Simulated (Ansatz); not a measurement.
# r2SCAN/STO-3G run of SnClF (SMILES [F][Sn][Cl])

What is the vertical electron affinity of SnClF at r2SCAN/STO-3G? 

The calculation is run with Ansatz 0.2.0.

59 further runs of the same task are left out: 12 that didn't finish, 47 set aside as unsound or not needed.

### 1 Starting point

The species is SnClF (3 atoms), meant as a singlet with charge 0. SMILES: `[F][Sn][Cl]`. The shape is that of a PBE0-D4/def2-TZVP optimisation.

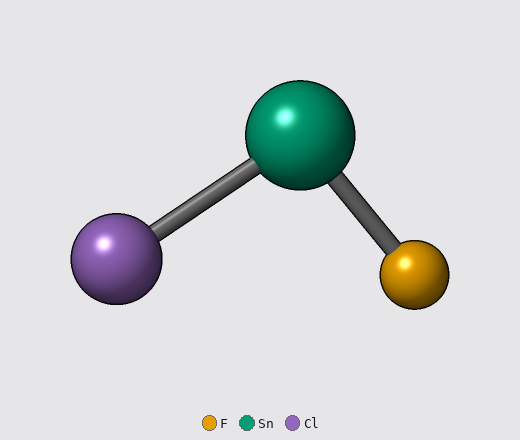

The structure, seen from a chosen angle (fluorine amber, tin teal, chlorine purple).

### 2 The energy at r2SCAN/STO-3G

molecule.yaml

```yaml
crystal:
  periodic: [false, false, false]
  atoms:
    - {symbol: F, position_ang: [-1.389600, 0.223100, -0.744400]}
    - {symbol: Sn, position_ang: [0.164300, 0.898100, 0.190700]}
    - {symbol: Cl, position_ang: [1.214300, -1.186000, 0.540500]}
basis:
  gaussian: {orbitals: STO-3G}
hamiltonian: {xc: r2scan}
accuracy: high
```

Launch:

```sh
$ ansatz run molecule.yaml --threads 1 --pin off --max-ram 2610MiB --events-out events.jsonl --progress --plain --runs-dir runs
```

Log:

```text
Warning: RAYON_NUM_THREADS=1 ignored (pool sized by the plan → 1); use --threads N
Functional definition: r2SCAN
  name "r2SCAN"
  parameter k0 = 0.174
  parameter k1 = 0.065
  parameter a1 = 4.9479
  exchange = r2scan_x(k0 = k0, k1 = k1, a1 = a1)
  correlation = r2scan_c
752 factors; integrals over basis functions are off by at most 5.4e-9 eV
mean field evaluation 1: about -177392.7810 eV, gradient 1.6e1 eV
mean field evaluation 2: about -177373.3963 eV, gradient 8.7e1 eV
mean field evaluation 4: about -177394.2628 eV, gradient 5.2e0 eV
mean field evaluation 8: about -177394.3575 eV, gradient 1.8e-1 eV
mean field evaluation 16: about -177394.3576 eV, gradient 1.2e-6 eV
mean field -177394.35764642 eV, -6519.1224012918 hartree, gradient 3.7e-9 eV, S^2 0.000000; 0 other end points of the search recorded, 0 dependent functions left out
reference -177394.35764672 eV, -6519.1224013026 hartree; 38, 38 occupied and 3, 3 virtual orbitals, 752 factors
Total energy: -177394.35764672 eV, -6519.1224013026 hartree
```

It took 6 s on 1 thread of Arm Neoverse V1, shared host; peak memory 0.16 GiB.

### 3 The doublet anion

input.yaml

```yaml
crystal:
  periodic: [false, false, false]
  atoms:
    - {symbol: F, position_ang: [-1.389600, 0.223100, -0.744400]}
    - {symbol: Sn, position_ang: [0.164300, 0.898100, 0.190700]}
    - {symbol: Cl, position_ang: [1.214300, -1.186000, 0.540500]}
basis:
  gaussian:
    orbitals: STO-3G
hamiltonian:
  xc: {name: r2SCAN}
accuracy: high
magnetization:
  spin_polarized: true
  initial_magnetization: 1
total_charge: -1
```

Launch:

```sh
$ ansatz run input.yaml --threads 1 --pin off --max-ram 2610MiB --events-out events.jsonl --progress --plain --runs-dir runs
```

Log:

```text
Warning: RAYON_NUM_THREADS=1 ignored (pool sized by the plan → 1); use --threads N
Functional definition: r2SCAN
  name "r2SCAN"
  parameter k0 = 0.174
  parameter k1 = 0.065
  parameter a1 = 4.9479
  exchange = r2scan_x(k0 = k0, k1 = k1, a1 = a1)
  correlation = r2scan_c
752 factors; integrals over basis functions are off by at most 5.4e-9 eV
mean field evaluation 1: about -177382.4030 eV, gradient 3.6e1 eV
mean field evaluation 2: about -177381.9214 eV, gradient 2.2e1 eV
mean field evaluation 4: about -177390.8090 eV, gradient 4.6e0 eV
mean field evaluation 8: about -177390.9897 eV, gradient 1.2e-1 eV
mean field evaluation 16: about -177390.9899 eV, gradient 4.5e-6 eV
mean field -177390.98988935 eV, -6518.9986385021 hartree, gradient 7.4e-9 eV, S^2 0.751552; 0 other end points of the search recorded, 0 dependent functions left out
reference -177390.98988992 eV, -6518.9986385231 hartree; 39, 38 occupied and 2, 3 virtual orbitals, 752 factors
Total energy: -177390.98988992 eV, -6518.9986385231 hartree
```

Run time: 11 s. Hardware: 1 thread of Arm Neoverse V1, shared host; peak memory 0.27 GiB.

### 4 What came out

At r2SCAN/STO-3G:

| quantity | value |
| --- | --- |
| singlet SnClF: total energy | -6519.12240 Eh |
| doublet anion: total energy | -6518.99864 Eh |
| doublet anion: ⟨S²⟩ | 0.752 |
| vertical electron affinity (to the doublet anion) | -3.368 eV |

In words: The anion lies 3.37 eV (78 kcal/mol) above the neutral: the electron isn't bound at this level, and such a value depends on the basis. Without diffuse functions anions come out too high. In a minimal basis such a difference can be off by several eV, whatever the method. Relativity is left out (singlet SnClF) although the molecule holds a heavy atom. Relativity is left out (doublet anion) although the molecule holds a heavy atom.
